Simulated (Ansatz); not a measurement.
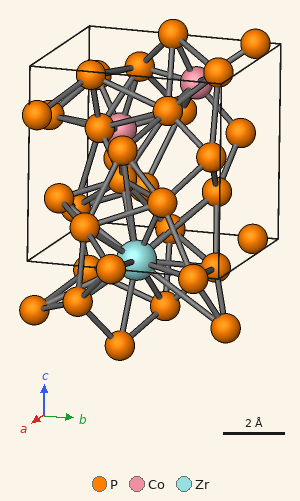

Starting frame of a dynamics run of an amorphous cell of composition ZrCo2P17 (20 atoms in the cell). It starts from the last geometry of an earlier run, with fresh velocities. Style: ball-and-stick. Shown: the simulation cell, slightly off an axis. Bonds to atoms that aren't drawn are left out.

The calculation used Ansatz 0.2.0, DFT PBE, scalar-relativistic, plane waves, PAW.

Input file:
```yaml
crystal:
  lattice:
    - [6.23029, -0.042062, -0.137218]
    - [-0.042062, 6.584558, -0.075819]
    - [-0.137218, -0.075819, 6.509923]
  atoms:
    - { symbol: P, position: [0.0911411948, 0.8956652584, 0.0101927671] }
    - { symbol: P, position: [0.4157718341, 0.0683129428, 0.1607594131] }
    - { symbol: P, position: [0.5869412445, 0.5957044489, 0.7399624953] }
    - { symbol: P, position: [0.2048886562, 0.8605994723, 0.5727384587] }
    - { symbol: P, position: [0.7055384442, 0.8624954412, 0.5511395533] }
    - { symbol: P, position: [0.85360824, 0.1162604576, 0.3025430763] }
    - { symbol: P, position: [0.6539523312, 0.3818692747, 0.3850513] }
    - { symbol: P, position: [0.4462743816, 0.8145832361, 0.3163394758] }
    - { symbol: P, position: [0.6485307997, 0.8760749045, 0.9756951857] }
    - { symbol: P, position: [0.5993939438, 0.1956788331, 0.8907202559] }
    - { symbol: P, position: [0.1614440177, 0.3470673032, 0.2373683637] }
    - { symbol: P, position: [0.4258284517, 0.5679899164, 0.0986861995] }
    - { symbol: P, position: [0.4464999907, 0.1987878662, 0.5867304217] }
    - { symbol: P, position: [0.9590967354, 0.0276736682, 0.7423735032] }
    - { symbol: P, position: [0.9348235458, 0.4691552347, 0.5964802073] }
    - { symbol: P, position: [0.9685881471, 0.6904580517, 0.3565479015] }
    - { symbol: P, position: [0.1731731794, 0.3188593062, 0.8568924171] }
    - { symbol: Co, position: [0.2672617809, 0.6447440377, 0.8228118476] }
    - { symbol: Co, position: [0.1313384661, 0.2087959153, 0.5178357624] }
    - { symbol: Zr, position: [0.8723684996, 0.5309991692, 0.0274724446] }
  symmetry: { detect: false }
basis:
  ecutwfc: 420
  xc_grid: 1
kpoints:
  mp_grid: { grid: [1, 1, 1], shift: [0.25, 0.25, 0.25] }
hamiltonian:
  xc: pbe
scf:
  occupations: { method: fermi_dirac, width: 0.0508 }
  lower_state_search: "off"
  convergence: { dr2_threshold: 1.0e-05 }
output:
  forces: true
  stress: true
md:
  timestep: 3.0
  n_steps: 230
  ensemble: nvt_langevin
  friction: 0.03
  temperature: 590.0
  initial_velocities: maxwell_boltzmann
  seed: 55331
```

Run as
```bash
ansatz run input.yaml --threads 2 --pin off --max-ram 5120MiB --backend cpu --events-out ev --progress --plain --runs-dir out
```

**What does the trajectory do?**

Over the second half the temperature averages 606 K (spread ±84 K). The potential energy in the second half lies on average 92.8 meV per atom below the first frame. The mean pressure there is 21.3 GPa. Root-mean-square distances from the starting positions over the second half, with the common drift of all atoms taken out: P 0.40 Å, Co 0.28 Å, Zr 0.10 Å. Against the typical shortest distance between atoms in the first frame, about 2.1 Å these are large excursions, but over 690 fs one can't yet tell strong vibration from the start of diffusion. Bond changes: 3 P–P bonds break between 228 fs and 687 fs; 3 P–P bonds form between 285 fs and 627 fs.

Along the run (each row but the first and the last is the mean over the interval that it begins):

| time (fs) | potential energy (meV/atom) | T (K) | p (GPa) |
| --- | --- | --- | --- |
| 0.0 | 0.0 | 560 | 22.3 |
| 114.0 | -86.9 | 619 | 22.1 |
| 228.0 | -108.4 | 590 | 21.9 |
| 342.0 | -98.8 | 578 | 21.2 |
| 456.0 | -88.1 | 591 | 22.0 |
| 570.0 | -92.0 | 641 | 20.8 |
| 684.0 | -91.1 | 691 | 20.2 |

The paths of the atoms:

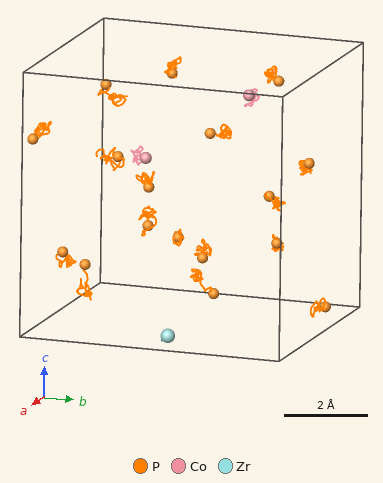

Limits of the set-up: the periodic images lie only 6.2 Å apart, so the values are limited by the cell's size.
